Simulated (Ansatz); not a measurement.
Cost and result by functional for the adsorption energy of Br on the 1x1 (110) surface of bcc Mo, one in a 2x2 cell, started at the site 'hollow Mo-Mo-Mo', in Ansatz (plane waves, PAW). Single points on the PBE structure, on one kind of machine; costs are rough ratios of the slab run's core time (references not counted) to the cheapest single point. r2SCAN's cost holds its higher cutoff (500 against 420 eV). Differences are taken against r2SCAN for comparison alone: no measured value is at hand, so the table doesn't rank accuracy.

Set-up: 17 atoms, 6.5 Å thick at the start under the adsorbate (thin: gaps and levels are the slab's own); mesh 6x6x1; 0.1 eV smearing; dipole correction on; 8 atoms held, the rest relaxed; held to the start's symmetry, so lower structures may exist; no spin, no spin-orbit, no U, no dispersion correction. At the end it is bonded to 3 Mo. In PBE it is, or lies within 0.03 eV of, the lowest of the starts that converged. These notes are the PBE run's. Adsorption energies are against ½ Br2(g). A negative adsorption energy means that the adsorbate is more stable on the surface than in its reference.

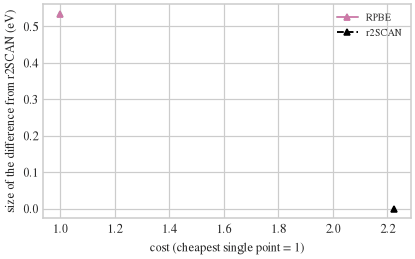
Difference from r2SCAN against cost

```csv
functional,relative cost,adsorption energy (eV),less r2SCAN (eV)
RPBE,1,-2.38,0.54
r2SCAN,2,-2.92,0.00
PBE (the relaxed run's value),–,-2.63,0.29
```

The values span 0.54 eV, while the single points' costs differ by a factor of roughly 2. Differences are of unrounded values.

Ansatz is a program for electronic structure.
